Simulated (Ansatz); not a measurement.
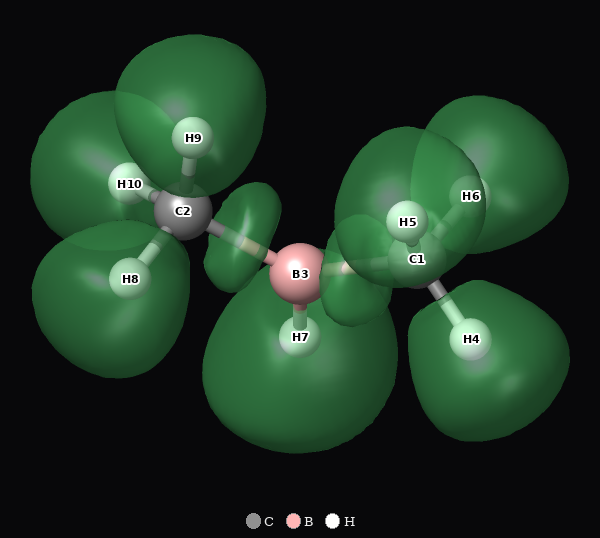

Figure. C$_{2}$H$_{7}$B (SMILES CBC). Isosurface of the electron localisation function at 0.8 (green), seen at an oblique angle. Core shells and regions of very low density are left out.

Geometry: r2SCAN-D4/def2-TZVP.

Level of theory: isolated molecule in a Gaussian basis; Kohn-Sham density functional theory, functional PBE0 in Ansatz 0.2.0.

```xyz
10

C    -2.6216   -1.1181   -0.5151
C    -0.0827   -0.8102   -1.4998
B    -1.1117   -0.7828   -0.3308
H    -3.0682   -1.6466    0.3310
H    -2.8733   -1.6292   -1.4477
H    -3.1354   -0.1430   -0.5427
H    -0.7207   -0.4891    0.7695
H     0.4558   -1.7661   -1.3900
H    -0.5186   -0.8122   -2.5020
H     0.6920   -0.0422   -1.4322
```

Question: What do the ELF domains correspond to?

Answer: The surface consists of two regions between bonded B–C atoms (shared pairs) and seven regions around hydrogen nuclei. Profiles from the grid: C–B (1.56 Å): the ELF peaks at about 1 between the atoms (a shared electron pair). C–H (1.09 Å): the ELF climbs to about 1 towards the hydrogen, as it does in any bond to H: a covalent bond by its length.
